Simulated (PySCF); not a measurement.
**[Gd(H2O)4]2+: other functionals and bases at one geometry**

How far do other levels of theory move the description of [Gd(H2O)4]2+, and what does each cost? The structure is generated, not taken from experiment.

The runs use PySCF 2.14.0; several levels, as the steps say, no spin–orbit coupling.

1 further run of the same task is left out (for a known fault of the program).

## (1) Starting geometry

13 atoms, charge 2, spin multiplicity 1.

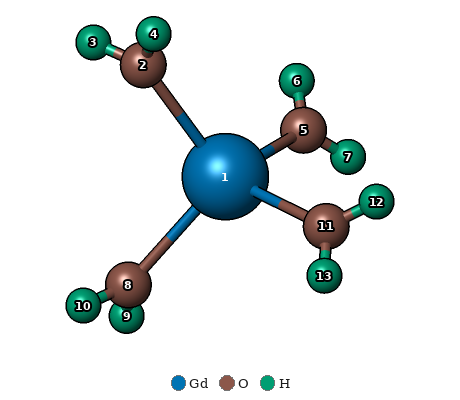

The geometry (gadolinium blue, oxygen brown, hydrogen teal); atoms are numbered from 1 in the order of the file.

Geometry (Å):

```xyz
13

Gd    0.00006    0.00000    0.00000
O     1.49964    1.44336    1.38243
H     2.29379    1.18474    1.87765
H     1.42766    2.39847    1.54204
O    -1.49944   -1.38251    1.44337
H    -1.42745   -1.54211    2.39851
H    -2.29423   -1.87719    1.18463
O     1.49964   -1.44336   -1.38243
H     1.42766   -2.39847   -1.54204
H     2.29379   -1.18474   -1.87765
O    -1.49944    1.38251   -1.44337
H    -2.29423    1.87719   -1.18463
H    -1.42745    1.54211   -2.39851
```

Formal oxidation states: Gd +2. Each metal's 8 4f electrons lie in its core potential, so multiplicities, spins and levels count the valence alone. For divalent La, Ce, Gd or Lu the extra electron is normally 5d or 6s, so this core forces an excited configuration. An earlier session relaxed this geometry at PBE0, Gd lcecp-0-SVP with ECP54, O def2-SVP, H def2-SVP (singlet, point group S4).

At PBE0 on the finer grid: E = -334.657530 Eh, frontier levels not given, since the 4f levels lie in the core, Mulliken charge on Gd1 +1.26 e, largest force component 0.017 eV/Å. 

Levels to run: revPBE; CAM-B3LYP; PBE0, TZVP. Hardware: 2 threads of Arm Neoverse V1, shared host.

## (2) revPBE

run.py (the lines that set the calculation)

```python
mol = gto.M(atom='''
Gd     0.00006     0.00000     0.00000
O      1.49964     1.44336     1.38243
H      2.29379     1.18474     1.87765
H      1.42766     2.39847     1.54204
O     -1.49944    -1.38251     1.44337
H     -1.42745    -1.54211     2.39851
H     -2.29423    -1.87719     1.18463
O      1.49964    -1.44336    -1.38243
H      1.42766    -2.39847    -1.54204
H      2.29379    -1.18474    -1.87765
O     -1.49944     1.38251    -1.44337
H     -2.29423     1.87719    -1.18463
H     -1.42745     1.54211    -2.39851''',
    basis={'Gd': 'lcecp-0-SVP', 'O': 'def2-SVP', 'H': 'def2-SVP'},
    ecp={'Gd': 'lcecp-0-SVP'},
    charge=2, spin=0)
mf = dft.RKS(mol, xc='PBE_R,PBE')
mf.grids.atom_grid = (75, 302)  # f atoms: unpruned, at least (60, 302)
mf = mf.density_fit()  # fitting sets: Gd AutoAux, O def2-universal-JKFIT, H def2-universal-JKFIT
mf.conv_tol = 1e-08; mf.max_cycle = 55
mf.kernel(dm0)  # dm0: the density of the relaxed state
```

On the command line:

```sh
> OMP_NUM_THREADS=2 python run.py
```

The program printed:

```text
init E= -334.917376181295
cycle= 1 E= -334.91971147229  delta_E= -0.00234  |g|= 0.0465  |ddm|= 0.217
cycle= 2 E= -334.918713082917  delta_E= 0.000998  |g|= 0.0884  |ddm|= 0.0903
cycle= 3 E= -334.920151148385  delta_E= -0.00144  |g|= 0.00201  |ddm|= 0.0533
cycle= 4 E= -334.920152145928  delta_E= -9.98e-07  |g|= 0.000209  |ddm|= 0.00282
cycle= 5 E= -334.920152158854  delta_E= -1.29e-08  |g|= 3.46e-05  |ddm|= 0.000282
cycle= 6 E= -334.92015215907  delta_E= -2.16e-10  |g|= 8.79e-06  |ddm|= 2.28e-05
Extra cycle  E= -334.920152159037  delta_E= 3.3e-11  |g|= 1.62e-05  |ddm|= 1.59e-05
converged SCF energy = -334.920152159037
```

It took 12 s on 2 threads of Arm Neoverse V1, shared host.

Read off: E = -334.920152 Eh, frontier levels not given, since the 4f levels lie in the core, Mulliken charge on Gd1 +1.15 e, largest force component 0.515 eV/Å. 

## (3) CAM-B3LYP

run.py (the lines that set the calculation): that of step 2 with these lines changed.

```diff
@@ -17,3 +17,3 @@
     charge=2, spin=0)
-mf = dft.RKS(mol, xc='PBE_R,PBE')
+mf = dft.RKS(mol, xc='CAMB3LYP')
 mf.grids.atom_grid = (75, 302)  # f atoms: unpruned, at least (60, 302)
```

On the command line:

```sh
> OMP_NUM_THREADS=2 python run.py
```

The program printed:

```text
init E= -334.852825302838
cycle= 1 E= -334.854143261628  delta_E= -0.00132  |g|= 0.0299  |ddm|= 0.0989
cycle= 2 E= -334.854095807126  delta_E= 4.75e-05  |g|= 0.0356  |ddm|= 0.0409
cycle= 3 E= -334.854315848002  delta_E= -0.00022  |g|= 0.000692  |ddm|= 0.0201
cycle= 4 E= -334.854316062137  delta_E= -2.14e-07  |g|= 0.000169  |ddm|= 0.00108
cycle= 5 E= -334.854316071163  delta_E= -9.03e-09  |g|= 3.07e-05  |ddm|= 0.000184
Extra cycle  E= -334.854316071435  delta_E= -2.73e-10  |g|= 2.42e-05  |ddm|= 4.48e-05
converged SCF energy = -334.854316071435
```

It took 12 s on 2 threads of Arm Neoverse V1, shared host.

Result: E = -334.854316 Eh, frontier levels not given, since the 4f levels lie in the core, Mulliken charge on Gd1 +1.23 e, largest force component 0.145 eV/Å. 

## (4) PBE0, TZVP

Basis: Gd lcecp-0-TZVP with ECP54, O def2-TZVP, H def2-TZVP. 

run.py (the lines that set the calculation): that of step 3 with these lines changed.

```diff
@@ -14,6 +14,6 @@
 H     -1.42745     1.54211    -2.39851''',
-    basis={'Gd': 'lcecp-0-SVP', 'O': 'def2-SVP', 'H': 'def2-SVP'},
-    ecp={'Gd': 'lcecp-0-SVP'},
+    basis={'Gd': 'lcecp-0-TZVP', 'O': 'def2-TZVP', 'H': 'def2-TZVP'},
+    ecp={'Gd': 'lcecp-0-TZVP'},
     charge=2, spin=0)
-mf = dft.RKS(mol, xc='CAMB3LYP')
+mf = dft.RKS(mol, xc='PBE0')
 mf.grids.atom_grid = (75, 302)  # f atoms: unpruned, at least (60, 302)
@@ -21,2 +21,2 @@
 mf.conv_tol = 1e-08; mf.max_cycle = 55
-mf.kernel(dm0)  # dm0: the density of the relaxed state
+mf.kernel(dm0)  # dm0: free metal ions and neutral atoms
```

On the command line:

```sh
> OMP_NUM_THREADS=2 python run.py
```

The program printed:

```text
init E= -334.486128649387
cycle= 1 E= -334.59603844705  delta_E= -0.11  |g|= 1.53  |ddm|= 1.98
cycle= 2 E= -334.20138936928  delta_E= 0.395  |g|= 2.16  |ddm|= 1.74
cycle= 3 E= -335.017541801401  delta_E= -0.816  |g|= 0.134  |ddm|= 1.04
cycle= 4 E= -335.020976008552  delta_E= -0.00343  |g|= 0.0139  |ddm|= 0.0976
cycle= 5 E= -335.021011807893  delta_E= -3.58e-05  |g|= 0.0015  |ddm|= 0.0108
cycle= 6 E= -335.021012218197  delta_E= -4.1e-07  |g|= 0.000151  |ddm|= 0.00086
cycle= 7 E= -335.021012218372  delta_E= -1.75e-10  |g|= 0.000154  |ddm|= 0.000129
cycle= 8 E= -335.021012222233  delta_E= -3.86e-09  |g|= 4.58e-06  |ddm|= 6.54e-05
Extra cycle  E= -335.021012222234  delta_E= -9.09e-13  |g|= 4.42e-06  |ddm|= 7.25e-06
converged SCF energy = -335.021012222234
```

Wall time 43 s (2 threads of Arm Neoverse V1, shared host).

It gives: E = -335.021012 Eh, frontier levels not given, since the 4f levels lie in the core, Mulliken charge on Gd1 +1.62 e, largest force component 0.218 eV/Å. 

## (5) Results

| level | state | charge on Gd1 (e) | dipole (D) | largest force (eV/Å) | basis functions | time |
| --- | --- | --- | --- | --- | --- | --- |
| PBE0 (relaxed here) | singlet | 1.26 | 0.00 | 0.02 | 127 | 37 s |
| revPBE | singlet | 1.15 | 0.00 | 0.52 | 127 | 12 s |
| CAM-B3LYP | singlet | 1.23 | 0.00 | 0.15 | 127 | 12 s |
| PBE0, TZVP | singlet | 1.62 | 0.00 | 0.22 | 219 | 43 s |

Times are on 2 threads of Arm Neoverse V1, shared host; the first row also made further properties. The dipole of a charged species depends on the origin, so these sizes hold for this origin alone.

The largest leftover force, 0.52 eV/Å with revPBE, stands at a geometry relaxed at another level. The Mulliken charge on Gd spans +1.15 to +1.62 e over the levels. With 4f in the core, its levels are missing from HOMO and gap. Total energies of different levels can't be compared. Spin–orbit coupling is left out throughout.
